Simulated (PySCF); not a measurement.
```xyz
16

C     2.6751   -0.0311    0.6062
B     1.3649    0.4214   -0.1440
C     0.3218   -0.6180   -0.6381
B    -0.6873   -0.8024    0.6754
N    -1.8390   -0.1846    0.7002
C    -2.8351    0.6828    0.2719
H     3.5565    0.2307    0.0201
H     2.7865    0.4961    1.5533
H     2.7252   -1.0975    0.8110
H     1.1712    1.5681   -0.3144
H    -0.2841   -0.2965   -1.4807
H     0.7121   -1.6125   -0.8376
H    -0.3111   -1.5301    1.5128
H    -3.5051    0.8975    1.1146
H    -2.4214    1.6429   -0.0636
H    -3.4379    0.2421   -0.5310
```

Geometry: GFN2-xTB.

Computed with UKS B3LYP, pcH-1 on B C H N, non-relativistic, mean-field spin-orbit, GIAO in PySCF.

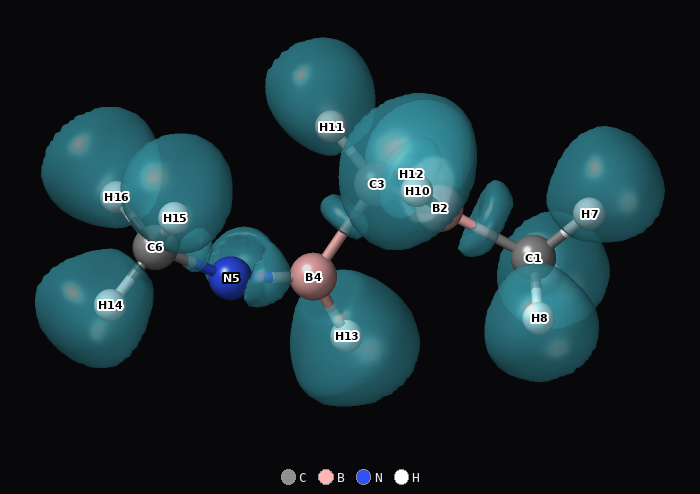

C3H10B2N (doublet). Isosurface of the electron localisation function at 0.85 (cyan), seen from one side. Core shells and regions of very low density are left out.

> What do the ELF domains correspond to?

The ELF exceeds this value in three regions between bonded B–C atoms (shared pairs), one region between bonded B–N atoms (shared pairs), one region between bonded C–N atoms (shared pairs) and ten regions around hydrogen nuclei.

Values along the shortest contacts:
B–N (1.31 Å): the ELF peaks at about 0.90 between the atoms, as expected for a short, strongly polar bond. C–N (1.39 Å): the ELF peaks at about 0.90 between the atoms, as expected for localised, covalent bonding.
